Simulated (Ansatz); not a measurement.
## Molecular dynamics of SiH₂F₄ (part 3 of 3)

SiH₂F₄; RKS PBE/def2-SVP (Ansatz 0.2.0). It belongs to a series of runs on one base structure; here: dynamics from the highest image of the converged band.

Geometry of the input (Å):
```
Si -0.3731  -0.0612  -0.1327
H  1.2204  -0.5705  -0.2568
F  -0.6640  -1.2167  -1.2449
F  -1.2714  -0.5757  1.1048
F  -0.8784  1.2574  -0.9142
H  1.3077  0.1738  0.4254
F  0.6588  0.9930  1.0185
```

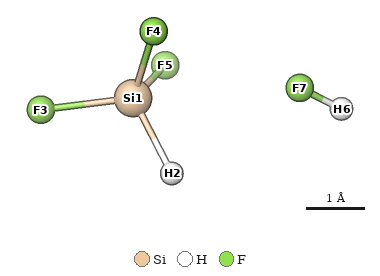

The geometry at step 115 of the log (ball-and-stick view, seen at a tilt; atoms are numbered from 1 in the order of the input).

## Trajectory as extended XYZ, continued
```
7
Properties=species:S:1:pos:R:3:forces:R:3 step=23 time_fs=11.5 energy=-18755.77787 temperature=176.3
Si   -0.3332   -0.0891   -0.1555   -0.9587  -0.7415  -0.4373
H     1.2743   -0.4802   -0.3662   -0.7547   0.1567   0.3518
F    -0.6835   -1.2250   -1.2418   -0.2798  -0.4507  -0.4080
F    -1.2819   -0.5479    1.1052    0.6044   0.0986  -0.5276
F    -0.8662    1.2635   -0.8615   -0.0608   0.0025  -0.2376
H     1.2594    0.3334    0.5197    1.0051  -0.0666  -0.1144
F     0.6173    0.9954    0.9966    0.4446   1.0009   1.3732
7
Properties=species:S:1:pos:R:3:forces:R:3 step=31 time_fs=15.5 energy=-18755.88919 temperature=347.9
Si   -0.3295   -0.1013   -0.1631   -0.6407  -0.6787  -0.4736
H     1.2388   -0.4676   -0.3364   -0.5031   0.0285   0.0825
F    -0.6935   -1.2346   -1.2466   -0.3492  -0.4487  -0.4562
F    -1.2772   -0.5369    1.0974    0.4591   0.0035  -0.3334
F    -0.8628    1.2653   -0.8465   -0.0590  -0.0388  -0.2857
H     1.3300    0.4506    0.5355    0.2384   0.1138   0.1441
F     0.6120    1.0033    1.0032    0.8546   1.0203   1.3223
7
Properties=species:S:1:pos:R:3:forces:R:3 step=38 time_fs=19.0 energy=-18755.95995 temperature=458.2
Si   -0.3295   -0.1150   -0.1720   -0.8651  -0.3439  -0.4977
H     1.1488   -0.4538   -0.2988    0.4329  -0.2907  -0.1964
F    -0.7047   -1.2460   -1.2538   -0.4822  -0.4577  -0.5358
F    -1.2700   -0.5273    1.0882    0.2353  -0.0887  -0.0557
F    -0.8602    1.2666   -0.8353   -0.0407  -0.1101  -0.2865
H     1.4227    0.5667    0.5683   -1.1592   0.5949   0.7049
F     0.6131    1.0172    1.0178    1.8790   0.6962   0.8672
7
Properties=species:S:1:pos:R:3:forces:R:3 step=46 time_fs=23.0 energy=-18756.09877 temperature=673.1
Si   -0.3339   -0.1327   -0.1851   -0.7026  -0.4869  -1.0141
H     1.1020   -0.4761   -0.2800    0.6090  -0.2325  -0.1256
F    -0.7212   -1.2624   -1.2662   -0.6647  -0.3914  -0.5725
F    -1.2600   -0.5169    1.0776   -0.0365  -0.1287   0.3327
F    -0.8575    1.2672   -0.8245    0.0125  -0.1669  -0.2110
H     1.4229    0.7618    0.6816    1.8178  -0.4878  -0.5761
F     0.6259    1.0396    1.0423   -1.0355   1.8942   2.1667
7
Properties=species:S:1:pos:R:3:forces:R:3 step=54 time_fs=27.0 energy=-18756.25463 temperature=913.6
Si   -0.3414   -0.1529   -0.2033    0.6542  -0.3187  -0.9167
H     1.1343   -0.5296   -0.2797   -0.2419   0.1806   0.0527
F    -0.7430   -1.2820   -1.2831   -0.6722  -0.2627  -0.5163
F    -1.2503   -0.5076    1.0695   -0.2163  -0.2082   0.5499
F    -0.8548    1.2665   -0.8156    0.0793  -0.2840  -0.2209
H     1.5605    0.9282    0.7649   -1.6279   0.1991   0.5604
F     0.6374    1.0745    1.0810    2.0249   0.6939   0.4909
7
Properties=species:S:1:pos:R:3:forces:R:3 step=62 time_fs=31.0 energy=-18756.40462 temperature=1144.4
Si   -0.3460   -0.1750   -0.2266    0.8466  -0.3234  -0.7625
H     1.1369   -0.5587   -0.2728   -0.5454   0.3448   0.1077
F    -0.7702   -1.3037   -1.3042   -0.6124  -0.0898  -0.3904
F    -1.2422   -0.5000    1.0657   -0.1432  -0.1919   0.4650
F    -0.8513    1.2635   -0.8084    0.1757  -0.4011  -0.1989
H     1.5569    1.1034    0.8959    0.8328  -0.0449  -0.2332
F     0.6598    1.1164    1.1259   -0.5541   0.7063   1.0121
7
Properties=species:S:1:pos:R:3:forces:R:3 step=69 time_fs=34.5 energy=-18756.51727 temperature=1318.3
Si   -0.3466   -0.1956   -0.2504   -0.3085  -0.0542  -0.3613
H     1.0824   -0.5450   -0.2545    0.3083   0.1271   0.0606
F    -0.7981   -1.3233   -1.3253   -0.4957   0.0672  -0.2498
F    -1.2360   -0.4946    1.0653    0.0620  -0.1589   0.1554
F    -0.8471    1.2582   -0.8034    0.2431  -0.4929  -0.2157
H     1.6007    1.2606    1.0011   -0.1867  -0.0425  -0.0149
F     0.6787    1.1573    1.1710    0.3775   0.5543   0.6256
7
Properties=species:S:1:pos:R:3:forces:R:3 step=77 time_fs=38.5 energy=-18756.57915 temperature=1414.7
Si   -0.3490   -0.2195   -0.2793   -1.1419   0.0577   0.1141
H     1.0654   -0.5121   -0.2251    0.6860  -0.0404  -0.0154
F    -0.8336   -1.3451   -1.3512   -0.2577   0.2639  -0.0335
F    -1.2284   -0.4896    1.0660    0.3097  -0.1500  -0.2546
F    -0.8405    1.2484   -0.7995    0.2723  -0.5136  -0.2766
H     1.6289    1.4241    1.1127   -0.9539  -0.2305   0.0557
F     0.7030    1.2089    1.2275    1.0855   0.6128   0.4103
7
Properties=species:S:1:pos:R:3:forces:R:3 step=85 time_fs=42.5 energy=-18756.63119 temperature=1494.8
Si   -0.3568   -0.2432   -0.3077   -0.1971  -0.1709   0.5327
H     1.1282   -0.4814   -0.1997   -0.5657   0.0486  -0.1764
F    -0.8712   -1.3648   -1.3774   -0.0174   0.4206   0.1728
F    -1.2183   -0.4859    1.0647    0.4546  -0.1873  -0.5288
F    -0.8317    1.2345   -0.7978    0.2347  -0.4040  -0.3640
H     1.5938    1.5825    1.2275    0.8243   0.3045  -0.1298
F     0.7318    1.2638    1.2878   -0.7334  -0.0116   0.4935
7
Properties=species:S:1:pos:R:3:forces:R:3 step=92 time_fs=46.0 energy=-18756.61228 temperature=1467.6
Si   -0.3649   -0.2647   -0.3302   -0.1278  -0.1196   0.7135
H     1.1297   -0.4506   -0.1975   -0.6667  -0.0410  -0.2149
F    -0.9043   -1.3793   -1.3993    0.1138   0.4863   0.2926
F    -1.2066   -0.4839    1.0601    0.4580  -0.2593  -0.5985
F    -0.8225    1.2197   -0.7987    0.1581  -0.2572  -0.4520
H     1.6341    1.7391    1.3112   -1.8162  -0.8708  -0.0019
F     0.7538    1.3128    1.3438    1.8808   1.0615   0.2612
7
Properties=species:S:1:pos:R:3:forces:R:3 step=100 time_fs=50.0 energy=-18756.63670 temperature=1505.6
Si   -0.3756   -0.2897   -0.3524   -1.2357   0.0789   0.5280
H     1.0572   -0.4236   -0.2232    0.5912  -0.2411  -0.0708
F    -0.9413   -1.3922   -1.4220    0.1898   0.4959   0.3748
F    -1.1897   -0.4836    1.0505    0.3347  -0.3634  -0.4639
F    -0.8108    1.2008   -0.8032    0.0580  -0.0701  -0.5222
H     1.5414    1.8579    1.4036    2.0077   1.3151  -0.0758
F     0.7868    1.3736    1.4100   -1.9457  -1.2153   0.2299
7
Properties=species:S:1:pos:R:3:forces:R:3 step=108 time_fs=54.0 energy=-18756.63862 temperature=1508.6
Si   -0.3922   -0.3143   -0.3717   -0.6055   0.1902   0.2773
H     1.0538   -0.4309   -0.2616    0.3978  -0.2614  -0.0422
F    -0.9768   -1.4012   -1.4418    0.1578   0.4056   0.3596
F    -1.1703   -0.4863    1.0373    0.0776  -0.4712  -0.0810
F    -0.7986    1.1814   -0.8119   -0.0537   0.1260  -0.5765
H     1.5720    2.0547    1.4851   -1.7254  -1.3923  -0.0762
F     0.8137    1.4309    1.4780    1.7515   1.4031   0.1390
7
Properties=species:S:1:pos:R:3:forces:R:3 step=115 time_fs=57.5 energy=-18756.64507 temperature=1518.6
Si   -0.4094   -0.3350   -0.3874    0.8871   0.1700  -0.0026
H     1.0966   -0.4692   -0.3007   -0.6814  -0.1467  -0.0617
F    -1.0069   -1.4063   -1.4567    0.0640   0.2762   0.2804
F    -1.1527   -0.4917    1.0251   -0.1733  -0.5325   0.3426
F    -0.7883    1.1652   -0.8234   -0.1026   0.2559  -0.5729
H     1.4717    2.1269    1.5478    1.6273   1.6977  -0.0322
F     0.8443    1.4866    1.5384   -1.6211  -1.7206   0.0464
7
Properties=species:S:1:pos:R:3:forces:R:3 step=123 time_fs=61.5 energy=-18756.64476 temperature=1517.7
Si   -0.4249   -0.3578   -0.4054    0.9996   0.3114  -0.2801
H     1.0624   -0.5342   -0.3529   -0.3975  -0.0924   0.0185
F    -1.0408   -1.4101   -1.4716   -0.0947   0.1110   0.1455
F    -1.1339   -0.5020    1.0139   -0.3756  -0.5471   0.6785
F    -0.7772    1.1485   -0.8408   -0.1156   0.2853  -0.5290
H     1.4600    2.3246    1.6128   -1.2442  -1.6123  -0.0700
F     0.8737    1.5439    1.6079    1.2280   1.5441   0.0366
7
Properties=species:S:1:pos:R:3:forces:R:3 step=131 time_fs=65.5 energy=-18756.65260 temperature=1529.1
Si   -0.4356   -0.3787   -0.4247   -0.0807   0.5118  -0.2841
H     0.9825   -0.6152   -0.4022    0.8301  -0.1465   0.0948
F    -1.0755   -1.4130   -1.4854   -0.2594  -0.0147   0.0143
F    -1.1181   -0.5166    1.0079   -0.3965  -0.4800   0.6682
F    -0.7670    1.1342   -0.8625   -0.0676   0.2149  -0.4296
H     1.3546    2.3943    1.6684    0.8324   1.5341  -0.0736
F     0.9080    1.6074    1.6776   -0.8582  -1.6196   0.0101
7
Properties=species:S:1:pos:R:3:forces:R:3 step=138 time_fs=69.0 energy=-18756.67811 temperature=1567.7
Si   -0.4444   -0.3950   -0.4429    0.4673   0.3554  -0.0169
H     0.9914   -0.7013   -0.4345    0.2224   0.0684   0.0903
F    -1.1075   -1.4155   -1.4973   -0.3557  -0.0698  -0.0629
F    -1.1068   -0.5326    1.0071   -0.2942  -0.3768   0.4022
F    -0.7586    1.1230   -0.8844   -0.0060   0.1201  -0.3335
H     1.2973    2.5407    1.7080   -0.4459  -0.9944  -0.0215
F     0.9360    1.6579    1.7387    0.4119   0.8972  -0.0577
7
Properties=species:S:1:pos:R:3:forces:R:3 step=146 time_fs=73.0 energy=-18756.66762 temperature=1551.1
Si   -0.4520   -0.4118   -0.4636    1.1346   0.0069   0.3500
H     1.0246   -0.7869   -0.4588   -0.7003   0.3749   0.0592
F    -1.1468   -1.4189   -1.5114   -0.3434  -0.0350  -0.0410
F    -1.0961   -0.5537    1.0089   -0.1114  -0.2396  -0.0657
F    -0.7490    1.1111   -0.9118    0.0594  -0.0088  -0.2115
H     1.2025    2.6214    1.7502   -0.0432  -0.0097  -0.0507
F     0.9693    1.7194    1.8081    0.0043  -0.0885  -0.0402
7
Properties=species:S:1:pos:R:3:forces:R:3 step=154 time_fs=77.0 energy=-18756.67718 temperature=1565.6
Si   -0.4541   -0.4284   -0.4825    0.0666   0.0581   0.5716
H     0.9729   -0.8213   -0.4742    0.0279   0.2220   0.0191
F    -1.1887   -1.4226   -1.5257   -0.2069   0.0995   0.1074
F    -1.0863   -0.5768    1.0102    0.0488  -0.1113  -0.5162
F    -0.7389    1.0992   -0.9410    0.1055  -0.1682  -0.0806
H     1.0892    2.7112    1.7808   -0.0791  -0.3882  -0.0059
F     1.0033    1.7797    1.8773    0.0373   0.2880  -0.0954
7
Properties=species:S:1:pos:R:3:forces:R:3 step=162 time_fs=81.0 energy=-18756.64549 temperature=1517.3
Si   -0.4560   -0.4446   -0.4983   -1.0914   0.2051   0.5287
H     0.9296   -0.8241   -0.4867    0.8782  -0.0548  -0.0244
F    -1.2323   -1.4254   -1.5390    0.0183   0.2602   0.3218
F    -1.0761   -0.6008    1.0075    0.1236  -0.0180  -0.7625
F    -0.7280    1.0859   -0.9709    0.1162  -0.2930   0.0441
H     0.9822    2.7785    1.8105    0.0052  -0.8374   0.0808
F     1.0365    1.8404    1.9458   -0.0500   0.7378  -0.1885
7
Properties=species:S:1:pos:R:3:forces:R:3 step=169 time_fs=84.5 energy=-18756.64784 temperature=1521.0
Si   -0.4616   -0.4581   -0.5098   -0.2037  -0.0887   0.2987
H     0.9793   -0.8274   -0.5005   -0.1591   0.1222  -0.0607
F    -1.2704   -1.4261   -1.5487    0.2176   0.3505   0.4859
F    -1.0665   -0.6220    1.0002    0.1080   0.0288  -0.7507
F    -0.7177    1.0723   -0.9967    0.0861  -0.3183   0.1364
H     0.8755    2.7710    1.8378   -0.3206   1.2881  -0.2784
F     1.0661    1.8963    2.0049    0.2717  -1.3826   0.1689
7
Properties=species:S:1:pos:R:3:forces:R:3 step=177 time_fs=88.5 energy=-18756.59114 temperature=1434.7
Si   -0.4691   -0.4739   -0.5216    0.4099  -0.1713  -0.0982
H     1.0143   -0.8154   -0.5247   -0.7628   0.1325  -0.0656
F    -1.3122   -1.4244   -1.5560    0.3690   0.3627   0.5840
F    -1.0547   -0.6460    0.9863    0.0146   0.0471  -0.5257
F    -0.7053    1.0545   -1.0253    0.0227  -0.2783   0.2176
H     0.7444    2.8371    1.8538    0.7002  -1.8172   0.4251
F     1.0999    1.9556    2.0725   -0.7536   1.7245  -0.5373
7
Properties=species:S:1:pos:R:3:forces:R:3 step=185 time_fs=92.5 energy=-18756.60060 temperature=1449.2
Si   -0.4751   -0.4904   -0.5339   -0.4859   0.1431  -0.5111
H     0.9551   -0.7880   -0.5587    0.2920  -0.2215  -0.0578
F    -1.3511   -1.4198   -1.5586    0.4121   0.2763   0.5671
F    -1.0428   -0.6696    0.9682   -0.1102   0.0537  -0.1710
F    -0.6927    1.0344   -1.0520   -0.0537  -0.1686   0.2790
H     0.6591    2.7514    1.9005   -1.0912   1.6495  -0.5509
F     1.1309    2.0221    2.1375    1.0369  -1.7326   0.4446
7
Properties=species:S:1:pos:R:3:forces:R:3 step=192 time_fs=96.0 energy=-18756.54052 temperature=1357.0
Si   -0.4822   -0.5043   -0.5469   -0.6827   0.2726  -0.7044
H     0.9283   -0.7883   -0.5959    0.7374  -0.3768  -0.0512
F    -1.3825   -1.4139   -1.5572    0.3225   0.1088   0.4227
F    -1.0331   -0.6899    0.9511   -0.2047   0.0622   0.1410
F    -0.6820    1.0158   -1.0736   -0.1176   0.0120   0.2948
H     0.5268    2.7712    1.9106    1.4915  -1.6552   0.6670
F     1.1607    2.0748    2.1953   -1.5463   1.5764  -0.7700
7
Properties=species:S:1:pos:R:3:forces:R:3 step=200 time_fs=100.0 energy=-18756.55182 temperature=1374.5
Si   -0.4926   -0.5191   -0.5652    0.8430  -0.0368  -0.7293
H     0.9761   -0.8362   -0.6443   -0.5033  -0.1035   0.0303
F    -1.4160   -1.4065   -1.5525    0.0869  -0.1596   0.1289
F    -1.0235   -0.7126    0.9327   -0.2388   0.1028   0.3745
F    -0.6707    0.9946   -1.0960   -0.1383   0.2598   0.2808
H     0.5041    2.6507    1.9797   -1.7844   1.3304  -0.7208
F     1.1875    2.1420    2.2576    1.7350  -1.3931   0.6356
```

## Results in brief

| quantity | value |
| --- | --- |
| outcome | finished |
| mean temperature over the second half | 1501 K |
| trajectory | 200 steps, 100 fs |
| ensemble | nve |
| temperature in the input | 300.0 K |
| time step | 0.5 fs |
| potential energy (last step) | −18756.5519 eV |
| mean-field energy (last step) | −18756.5519 eV |
| largest force (length of the vector) (last step) | 2.340 eV/Å |
| wall time | 2.8 min (CPU time 5.4 min) |
| peak memory | 0.14 GiB |

So short a trajectory is not equilibrated.
